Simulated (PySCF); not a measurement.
```xyz
2

Al    0.0000    0.0000   -1.1861
S     0.0000    0.0000    1.0009
```

All numbers below come from PBE0/6-311G(d,p), non-relativistic, at a bond length of 2.187 Å in PySCF.

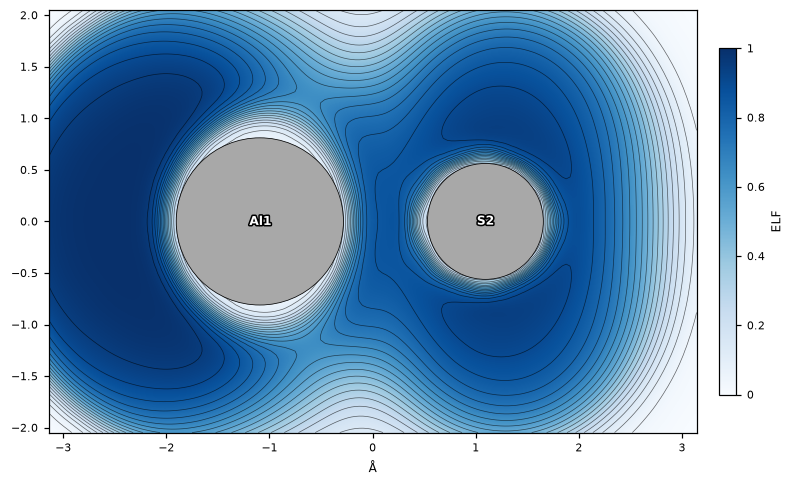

AlS (charge +1, triplet). Electron localisation function on a plane that holds the molecular axis. Grey discs cover the atomic cores.

Interpret the plot.

Answer.
- The plane passes through Al and S nuclei.
- Al–S (2.19 Å): the ELF peaks at about 0.85 in the valence shell of S, 0.9 Å from its nucleus, and is about 0.85 at the midpoint.
- The ELF also peaks beside S2 and Al1, away from the bonds: non-bonding electrons, paired or unpaired.
